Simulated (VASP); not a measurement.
Input:

```
CELL_PARAMETERS angstrom
      3.09243     0.00000     0.00000
     -1.54621     2.67812     0.00000
      0.00000     0.00000     9.58398
ATOMIC_POSITIONS crystal
  W  0.33333 0.66667 0.04677
  W  0.66667 0.33333 0.54677
  Sb 0.33333 0.66667 0.32823
  Sb 0.66667 0.33333 0.82823
```

Method: PBEsol GGA, VASP's PBE PAW potentials (set 64) (plane waves; VASP). Settings: 400 eV cut-off, 13×13×4 Γ-centred mesh, tetrahedra with Blöchl corrections, potentials W_sv Sb.

Unless said otherwise, spin-orbit coupling is left out, though it shifts the bands of the heavy elements here.

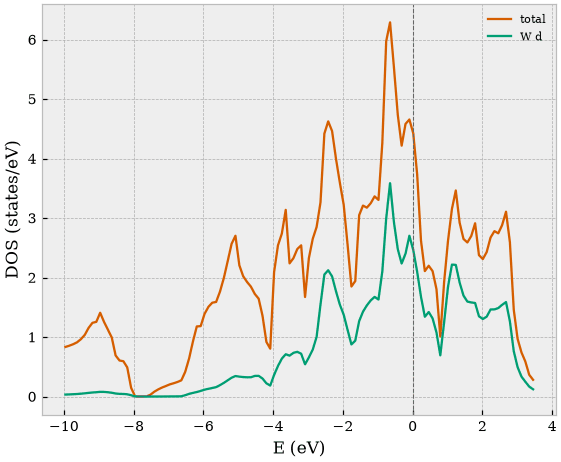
*Total and projected density of states, zero at the Fermi level*

Within 2 eV below the Fermi level the largest weight inside VASP's projection spheres is W d.

It has no gap at this level: it comes out as a metal or semimetal.

The structure was generated: WSb was put into the wurtzite type (P6_3mc), which need not be its known phase. It was relaxed first, which changed the volume by -53 %.
